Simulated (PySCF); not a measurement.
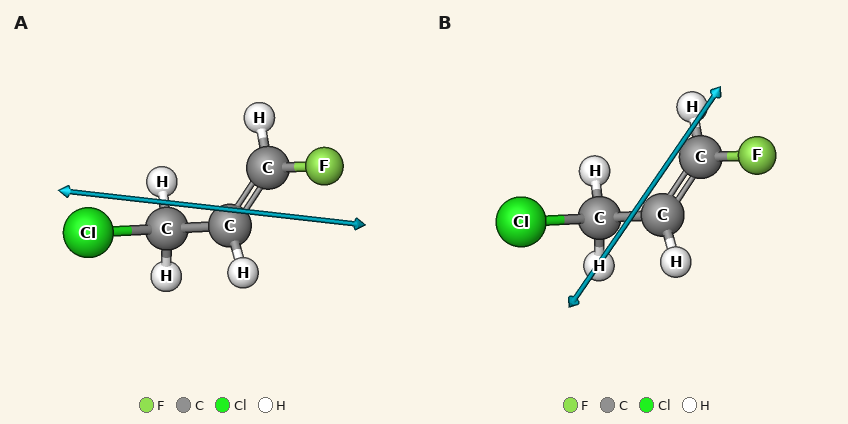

The double arrows show the directions of two transition dipoles from the ground state (lengths mean nothing). Computed geometry: GFN2-xTB optimisation. No frequency run is at hand to confirm it as a minimum. Properties computed with TDDFT CAM-B3LYP/def2-SVPD, vertical, gas phase, core orbitals frozen in the response (PySCF 2.14.0).

Question: One belongs to singlet state 5 and one to singlet state 6. Which is which?

Answer: A: state 6, 8.14 eV (152 nm), oscillator strength 0.027, mainly HOMO → LUMO+3 (weight 0.69).
B: state 5, 7.67 eV (162 nm), oscillator strength 0.026, mainly HOMO → LUMO+2 (weight 0.82).
